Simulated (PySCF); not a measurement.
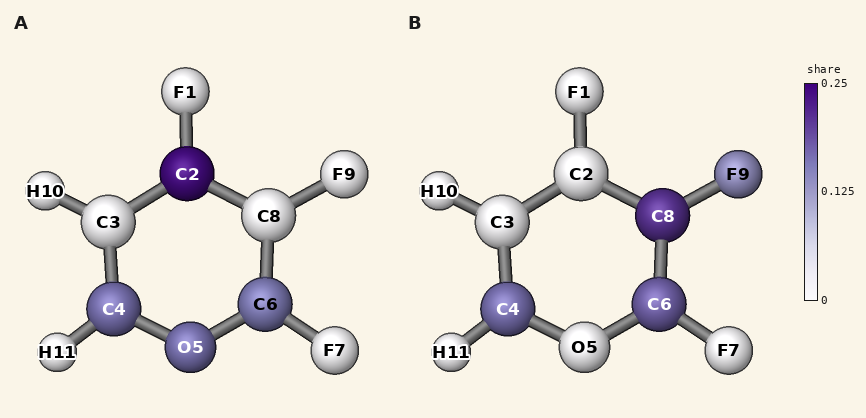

Each panel colours the atoms by their Löwdin share in one orbital (up to four of the largest shares; other atoms are shown as zero). Charge +1, singlet. Computed geometry: GFN2-xTB optimisation. No frequency run is at hand to confirm it as a minimum. Computed with CAM-B3LYP/def2-SVPD (PySCF 2.14.0).

The panels show the HOMO, LUMO, in some order. Which is which?

A: LUMO, −7.35 eV; C2 0.24, C4 0.16, O5 0.16, C6 0.15
B: HOMO, −15.36 eV; C8 0.21, C6 0.17, C4 0.16, F9 0.13
